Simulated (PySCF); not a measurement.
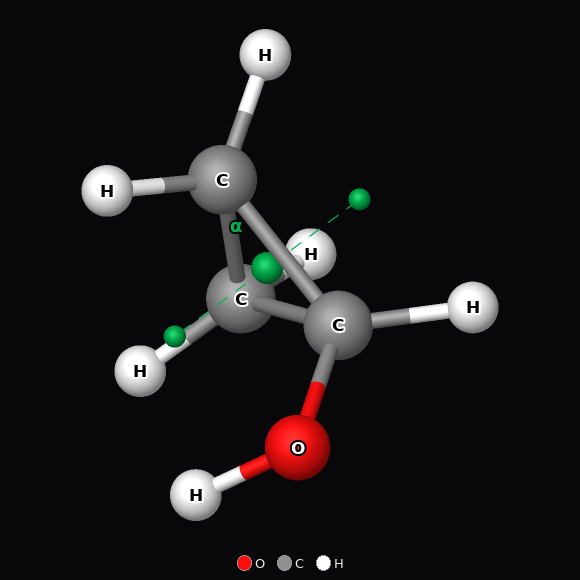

The small points mark where nucleus-independent chemical shifts (NICS) were computed: at the centre of each lettered ring and 1 Å above and below it. Geometry: a frame of a GFN2-xTB molecular-dynamics simulation, not a minimum. Level of theory: GIAO PBE0/pcSseg-1 NMR shielding, non-relativistic, gas phase (PySCF 2.14.0).

Give NICS(0), NICS(1) and the out-of-plane component NICS(1)zz for each ring (means of the two sides).

| ring | members | NICS(0) | NICS(1) | NICS(1)zz |
| --- | --- | --- | --- | --- |
| α | C3 | −39.0 | −8.2 | −20.3 |

Values in ppm.
